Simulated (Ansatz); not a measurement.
# B5N4 zinc blende ring disc (B₅N₄H₁₆−): inputs that go wrong

2 inputs were typed for B5N4 zinc blende ring disc (B₅N₄H₁₆−). Each is run as it stands; the log then has to tell whether the result can be used.

The runs use Ansatz 0.2.0, Gaussian basis; the settings change from run to run.

1 further run of the same task is left out (it didn't finish).

## Step 1: The geometry

The structure was relaxed beforehand with r2SCAN-D4/def2-SVP.

25 atoms, charge -1, spin multiplicity 1.

Atoms are counted from 1 here; the program's logs count them from 0.

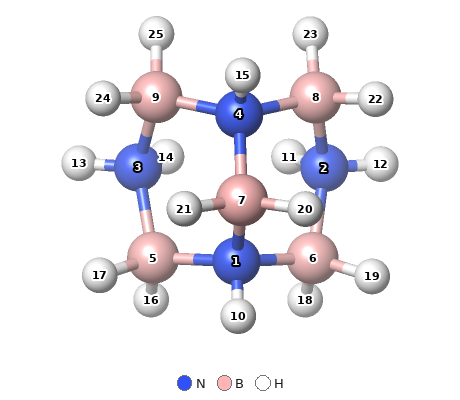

The structure; nitrogen blue, boron pink, hydrogen white; atoms are numbered from 1 in the order of the file.

## Step 2: Attempt 1

in.yaml

```yaml
crystal:
  periodic: [false, false, false]
  atoms:
    - {symbol: N, position_ang: [-0.536306, -0.627374, 0.455453]}
    - {symbol: N, position_ang: [0.669608, -0.665600, -0.650183]}
    - {symbol: N, position_ang: [-0.779592, 0.775249, -0.559187]}
    - {symbol: N, position_ang: [0.624748, 0.628083, 0.455786]}
    - {symbol: B, position_ang: [-1.350206, -0.021183, -0.105622]}
    - {symbol: B, position_ang: [-0.014712, -1.348755, -0.092019]}
    - {symbol: B, position_ang: [-0.000264, -0.000041, 1.131415]}
    - {symbol: B, position_ang: [1.157185, 0.019219, -0.089776]}
    - {symbol: B, position_ang: [0.015994, 1.348954, -0.107496]}
    - {symbol: H, position_ang: [-1.024221, -1.028445, 0.765302]}
    - {symbol: H, position_ang: [0.516810, -0.511147, -1.259282]}
    - {symbol: H, position_ang: [1.263018, -1.256571, -0.744331]}
    - {symbol: H, position_ang: [-1.260305, 1.075162, -0.750002]}
    - {symbol: H, position_ang: [-0.512125, 0.434693, -1.079134]}
    - {symbol: H, position_ang: [0.876620, 0.882379, 0.893429]}
    - {symbol: H, position_ang: [-1.523016, -0.421427, -0.695963]}
    - {symbol: H, position_ang: [-1.891433, 0.326598, 0.431469]}
    - {symbol: H, position_ang: [-0.416343, -1.772956, -0.700950]}
    - {symbol: H, position_ang: [0.383474, -1.892333, 0.367388]}
    - {symbol: H, position_ang: [0.506450, -0.432731, 1.615487]}
    - {symbol: H, position_ang: [-0.506518, 0.432071, 1.616635]}
    - {symbol: H, position_ang: [1.892718, -0.323469, 0.432738]}
    - {symbol: H, position_ang: [1.775146, 0.422273, -0.596900]}
    - {symbol: H, position_ang: [-0.387324, 1.890803, 0.367011]}
    - {symbol: H, position_ang: [0.485101, 1.521457, -0.699328]}
basis:
  gaussian: {orbitals: "6-31++G**"}
total_charge: -1
magnetization: {spin_polarized: true, initial_magnetization: 2}
hamiltonian: {xc: {name: RPBE}, dispersion: d4}
scf: {omitted_lower_state_checks: [starts]}
output: {forces: true}
```

The run is started by

```
$ ansatz run in.yaml --threads 2 --pin off --events-out ev --progress --plain --max-ram 32768MiB --backend cuda --devices 0, --max-vram 18GiB
```

Standard output (excerpt; [...] marks lines left out):

```text
Functional definition: RPBE
  name "RPBE"
  cite "Hammer, Hansen & Nørskov, Phys. Rev. B 59, 7413 (1999) doi:10.1103/PhysRevB.59.7413"
  cite "Perdew, Burke & Ernzerhof, Phys. Rev. Lett. 77, 3865 (1996) doi:10.1103/PhysRevLett.77.3865"
[...]
2685 factors; their error is unknown
[...]
mean field -9435.97518111 eV, -346.7656919721 hartree, gradient 1.4e-5 eV, S^2 2.001315; 0 other end points of the search recorded, 0 dependent functions left out
[...]
reference -9435.97521974 eV, -346.7656933918 hartree; 36, 34 occupied and 231, 233 virtual orbitals, 2685 factors
Total energy: -9440.69087050 eV, -346.9389903609 hartree
Atom 0 at    -0.536306    -0.627374     0.455453 Å, force   -13.432481     5.199416     4.322862 eV/Å
Atom 1 at     0.669608    -0.665600    -0.650183 Å, force     9.925860   -31.147184     0.791467 eV/Å
Atom 2 at    -0.779592     0.775249    -0.559187 Å, force    33.011790    -5.466796    21.349782 eV/Å
Atom 3 at     0.624748     0.628083     0.455786 Å, force   -41.920756    -3.254463   -35.968820 eV/Å
Atom 4 at    -1.350206    -0.021183    -0.105622 Å, force   -14.470992    -2.528070    21.311786 eV/Å
Atom 5 at    -0.014712    -1.348755    -0.092019 Å, force     1.356163   -25.770578    -9.374105 eV/Å
Atom 6 at    -0.000264    -0.000041     1.131415 Å, force     2.233522     4.066458    20.488484 eV/Å
[...]
Atom 9 at    -1.024221    -1.028445     0.765302 Å, force   -27.662421   -24.012948    20.492777 eV/Å
Atom 10 at     0.516810    -0.511147    -1.259282 Å, force   -15.404645    14.065739   -58.201738 eV/Å
Atom 11 at     1.263018    -1.256571    -0.744331 Å, force    10.552937    -9.519556    -4.201202 eV/Å
Atom 12 at    -1.260305     1.075162    -0.750002 Å, force   -67.051626    45.402448   -29.147252 eV/Å
Atom 13 at    -0.512125     0.434693    -1.079134 Å, force    18.290659   -21.934244   -38.972292 eV/Å
Atom 14 at     0.876620     0.882379     0.893429 Å, force    49.924849    49.978550    80.595205 eV/Å
Atom 15 at    -1.523016    -0.421427    -0.695963 Å, force   -14.091625   -22.999915   -30.987704 eV/Å
Atom 16 at    -1.891433     0.326598     0.431469 Å, force   -16.291995     8.280122    14.202633 eV/Å
Atom 17 at    -0.416343    -1.772956    -0.700950 Å, force   -11.217638   -12.496010   -14.832661 eV/Å
Atom 18 at     0.383474    -1.892333     0.367388 Å, force    12.766081   -17.913936    14.562000 eV/Å
Atom 19 at     0.506450    -0.432731     1.615487 Å, force    14.532391   -13.459277    16.342267 eV/Å
Atom 20 at    -0.506518     0.432071     1.616635 Å, force   -14.113940    13.525817    15.807808 eV/Å
Atom 21 at     1.892718    -0.323469     0.432738 Å, force     9.511329    -4.407677     5.773189 eV/Å
Atom 22 at     1.775146     0.422273    -0.596900 Å, force    13.304652     7.663248    -8.986665 eV/Å
Atom 23 at    -0.387324     1.890803     0.367011 Å, force    -9.921198    17.939679    14.061167 eV/Å
Atom 24 at     0.485101     1.521457    -0.699328 Å, force    19.326889    12.296600   -24.825455 eV/Å
Dipole moment:    -0.886603     0.339300     1.424168 e Å
Checks for a lower state left out: starts
```

It took 13 s on 1 × H100 (card shared with other runs) with 2 threads of AMD EPYC 7R13, shared host; peak host memory 0.94 GiB.

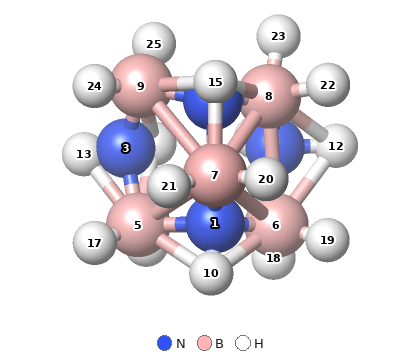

The geometry of this input.

Diagnosis: It ended without an error, which proves nothing about the input. The geometry is squeezed well below its size. The shortest distance is 0.57 Å (N4–H15), against 1.02 Å in the relaxed molecule. It also asks for charge -1 and multiplicity 3, another species or state than the molecule above. Its energy is no property of the relaxed molecule. To mend it, use the relaxed coordinates, and set charge and spin to those of the species named.

## Step 3: Attempt 2

in.yaml

```yaml
crystal:
  periodic: [false, false, false]
  atoms:
    - {symbol: N, position_ang: [-0.893843, -0.896248, 0.650647]}
    - {symbol: N, position_ang: [1.116013, -1.109333, -0.928833]}
    - {symbol: N, position_ang: [-1.113703, 1.107499, -0.931979]}
    - {symbol: N, position_ang: [0.892498, 0.897262, 0.651123]}
    - {symbol: B, position_ang: [-1.928865, -0.030262, -0.150888]}
    - {symbol: B, position_ang: [-0.024520, -1.926793, -0.153365]}
    - {symbol: B, position_ang: [-0.000377, -0.000069, 1.616307]}
    - {symbol: B, position_ang: [1.928642, 0.032032, -0.149626]}
    - {symbol: B, position_ang: [0.022848, 1.927077, -0.153565]}
    - {symbol: H, position_ang: [-1.463173, -1.469207, 1.275503]}
    - {symbol: H, position_ang: [0.738300, -0.730210, -1.798975]}
    - {symbol: H, position_ang: [1.804311, -1.795102, -1.240552]}
    - {symbol: H, position_ang: [-1.800436, 1.791937, -1.250003]}
    - {symbol: H, position_ang: [-0.731607, 0.724488, -1.798557]}
    - {symbol: H, position_ang: [1.461034, 1.470631, 1.276327]}
    - {symbol: H, position_ang: [-2.538359, -0.702379, -0.994233]}
    - {symbol: H, position_ang: [-2.702047, 0.544330, 0.616385]}
    - {symbol: H, position_ang: [-0.693905, -2.532794, -1.001357]}
    - {symbol: H, position_ang: [0.547821, -2.703334, 0.612314]}
    - {symbol: H, position_ang: [0.723499, -0.721218, 2.307839]}
    - {symbol: H, position_ang: [-0.723597, 0.720118, 2.309479]}
    - {symbol: H, position_ang: [2.703882, -0.539116, 0.618198]}
    - {symbol: H, position_ang: [2.535922, 0.703789, -0.994833]}
    - {symbol: H, position_ang: [-0.553319, 2.701148, 0.611686]}
    - {symbol: H, position_ang: [0.693001, 2.535762, -0.999040]}
basis:
  gaussian: {orbitals: def2-mTZVP, final_grid: {core_spheres: 1, valence_spheres: 1, degree: 5}}
total_charge: -1
hamiltonian: {xc: {name: PBE}}
```

The command is unchanged.

Standard output (excerpt; [...] marks lines left out):

```text
Functional definition: PBE
  name "PBE"
  cite "Perdew, Burke & Ernzerhof, Phys. Rev. Lett. 77, 3865 (1996) doi:10.1103/PhysRevLett.77.3865"
  parent pbe
[...]
2126 factors; their error is unknown
[...]
a density is far from that of the atoms, so the factors are made again for it
2269 factors; integrals over basis functions are off by at most 9.6e-4 eV
[...]
mean field -9553.35752343 eV, -351.0794134879 hartree, gradient 9.5e-6 eV, S^2 0.000000; 17 other end points of the search recorded, 0 dependent functions left out
reference -9553.35777333 eV, -351.0794226715 hartree; 35, 35 occupied and 184, 184 virtual orbitals, 2269 factors
Total energy: -9553.35777333 eV, -351.0794226715 hartree
```

Run time: 33 s. Hardware: 1 × H100 (card shared with other runs) with 2 threads of AMD EPYC 7R13, shared host; peak host memory 0.88 GiB.

What is wrong: The run converged, but a converged run isn't a right one. The integration grid is far too coarse. Its energy carries the error of the grid. Cure: drop final_grid and take the default grid.

## Step 4: How the tries ended

| attempt | level | ended | cause | time |
| --- | --- | --- | --- | --- |
| 1 | RPBE/6-31++G** | converged | the geometry is squeezed well below its size | 13 s |
| 2 | PBE/def2-mTZVP | converged | the integration grid is far too coarse | 33 s |

**Reading.** 2 converged. The dangerous case is the input that converges on a wrong geometry, charge, spin, basis or grid: often only a look at the input shows it.
